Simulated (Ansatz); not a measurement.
C (diamond)

```yaml
crystal:
  lattice:
    - [0.00000, 3.57162, 3.57162]
    - [1.78581, 0.00000, 1.78581]
    - [1.78581, 1.78581, 0.00000]
  atoms:
    - { symbol: C, position: [0.25000, 0.50000, 0.50000] }
    - { symbol: C, position: [0.75000, 0.50000, 0.50000] }
    - { symbol: C, position: [0.37500, 0.75000, 0.75000] }
    - { symbol: C, position: [0.87500, 0.75000, 0.75000] }
```

Scan: atom 3 (C, nearest neighbour C at 1.547 Å; its periodic images, 2.5 Å or more away, move with it) is displaced along Cartesian [110], direction (0.707, 0.707, 0.000) in Cartesian axes, by s. The other atoms stay.

Calculation: PBE (plane waves to 420 eV, PAW, scalar-relativistic; Ansatz, an electronic-structure program). k mesh 13×13×13 (Γ-centred), Fermi-Dirac smearing 0.05 eV. The energy includes the smearing's −TS. F∥ is the force on the atom along that direction. C was relaxed with its symmetry unable to fall. The PAW data are Ansatz's earlier set. The zero of ΔE is the undisplaced structure.

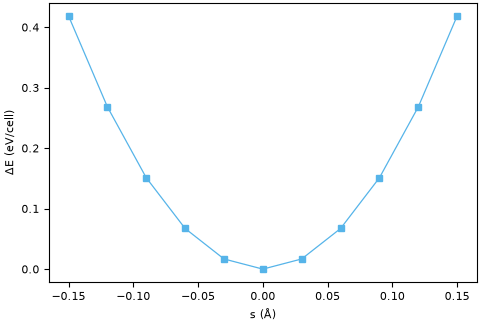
ΔE (eV/cell) against s (Å); markers are the computed points, lines only join them.

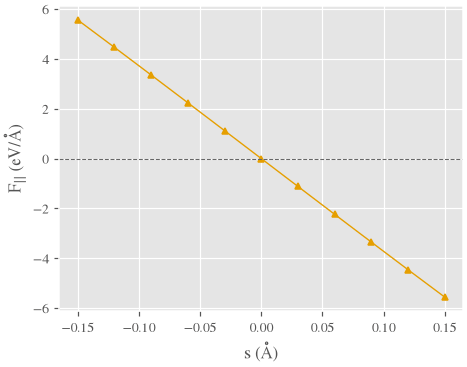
Figure. F∥ (eV/Å) against s (Å); one marker a computed point.

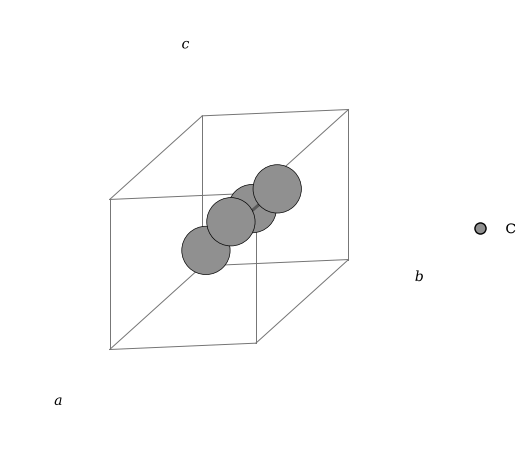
Figure: The cell of the calculation at s = -0.150 Å.

The force along the line at s = -0.150 Å is 5.56 eV/Å, the force constant k = d²E/ds² at s = 0 (finite differences) comes out as 37.3 eV/Å² and the energy at s = 0.150 Å is 419 meV/cell. Shape of the curve: a single well with its minimum at or next to zero displacement. Symmetry of the curve: even: the same for both signs.

The forces along the line at the two nearest points give (1.120 − (-1.120)) / (2·0.030) = 37.33 eV/Å²; the next pair corrects for the finite step.

(For displaced atoms, the force is minus the slope of the energy, and its curvature is a force constant, which sets phonon frequencies.)
